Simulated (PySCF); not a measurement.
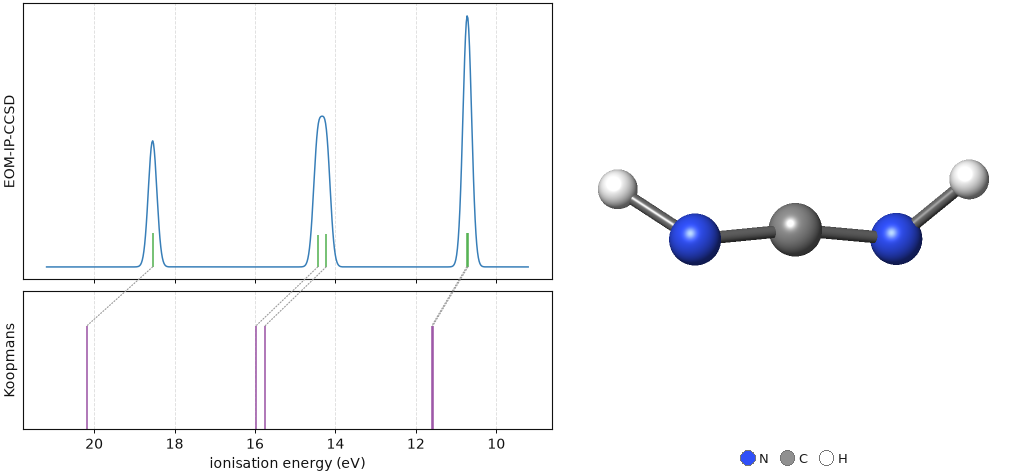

Valence photoelectron lines of CH₂N₂ (diiminomethane), SMILES N=C=N: vertical EOM-IP-CCSD/aug-cc-pVDZ (frozen core, PySCF 2.14.0, at a PBE0-D3(BJ)/def2-SVP geometry (no frequency check); 5 lines, one for each of the 5 highest orbitals, so a line of a deeper orbital can be missing among them) above, Hartree-Fock orbital energies with the sign turned below, non-relativistic; dotted lines join each line to its leading orbital. Stick heights are one-hole weights (summed over degenerate lines), not cross-sections; Gaussian width 0.25 eV.

What is the first vertical ionisation energy, and how far is Koopmans' value off?

Answer. 10.71 eV from the HOMO (with HOMO−1 within 0.05 eV); Koopmans gives 11.58 eV, 0.87 eV too high.

Do correlation and relaxation change the order of the lines?

Answer. Not among these holes, which come in the order of the orbitals, HOMO, HOMO−1, HOMO−2, HOMO−3, HOMO−4.

Known limits of this run: small basis, so the lines can lie some tenths of an eV too low.
